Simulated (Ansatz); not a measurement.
P (black-P type, space group Cmce): scan of one atom of the cell

Starting cell, P (black-P type, space group Cmce):

```
P
1.0
    1.65109    -5.34545     0.00000
    1.65109     5.34545     0.00000
    0.00000     0.00000     4.46660
P
4
Direct
  0.40091   0.59909   0.58506
  0.59909   0.40091   0.41494
  0.90091   0.09909   0.91494
  0.09909   0.90091   0.08506
```

In this cell atom 2 (P, nearest neighbour P at 2.213 Å; its periodic images, 3.3 Å or more away, move with it) is moved by s along Cartesian z, unit vector (0.000, 0.000, 1.000); all other atoms and the cell stay fixed.

Level of theory: r2SCAN+rVV10 (plane waves to 500 eV, PAW, scalar-relativistic; Ansatz, a program for electronic structure). k mesh 8×8×6 (Γ-centred), Fermi-Dirac smearing 0.05 eV. E stands for the smeared free energy. Stress and pressure are positive under compression. With partly filled bands, energies and forces of such displacements shift with the k mesh and the smearing. P was relaxed with its symmetry unable to fall. The PAW data are Ansatz's earlier set. The zero of ΔE is the undisplaced structure.

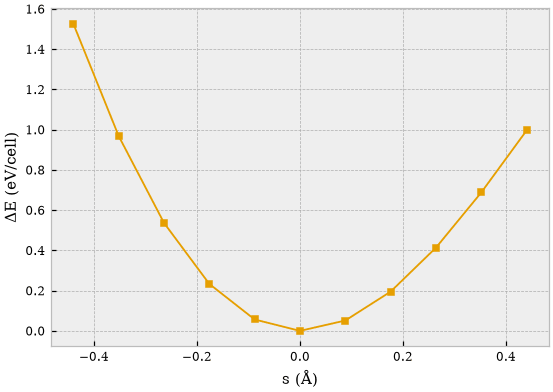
*ΔE (eV/cell) against s (Å); markers are the computed points, lines only join them.*

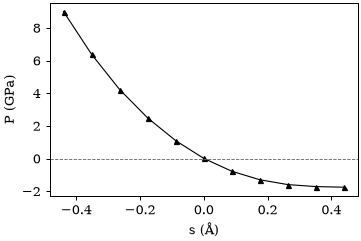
Figure: P (GPa) against s (Å); markers are the computed points, lines only join them.

The force constant k = d²E/ds² at s = 0 (finite differences) is 14.0 eV/Å², the energy at s = 0.440 Å comes out as 996 meV/cell and the force along the line at s = -0.440 Å is 7.04 eV/Å. Shape of the curve: a single well with its minimum at or next to zero displacement. Harmonic estimate at the end of the scan: ½ks² = 1353 meV/cell against the computed 996 meV/cell, so the well is softer than harmonic there.

The forces along the line at the two nearest points give (1.307 − (-1.139)) / (2·0.088) = 13.90 eV/Å²; the next pair corrects for the finite step.

(For displaced atoms, the force is minus the slope of the energy, and its curvature is a force constant, which sets phonon frequencies.)
